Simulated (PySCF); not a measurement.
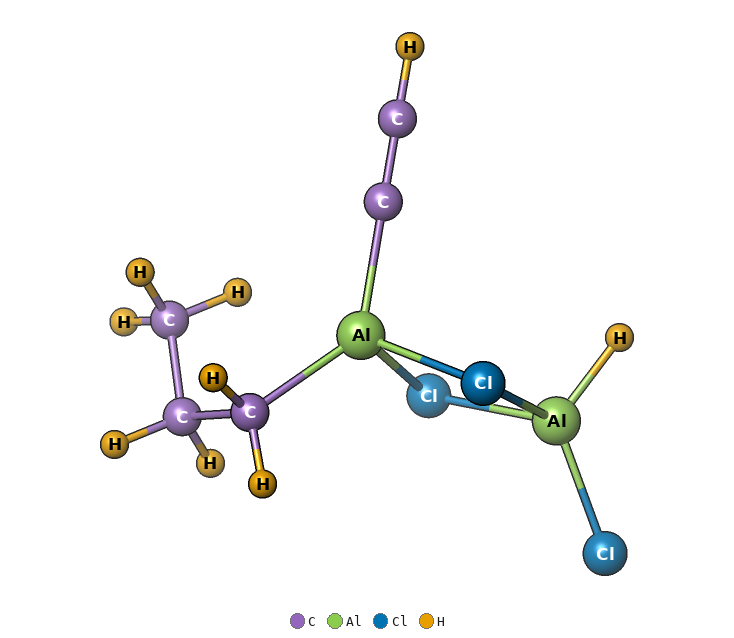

Depth is shown by fading: the farther an atom, the more it takes the colour of the background. Computed geometry: GFN2-xTB optimisation. No frequency run is at hand to confirm it as a minimum.

List the symmetry elements and name the point group.

It has no symmetry element but the identity, so the point group is C1. The group has 1 operation. The geometry is chiral, and symmetry allows a dipole moment.
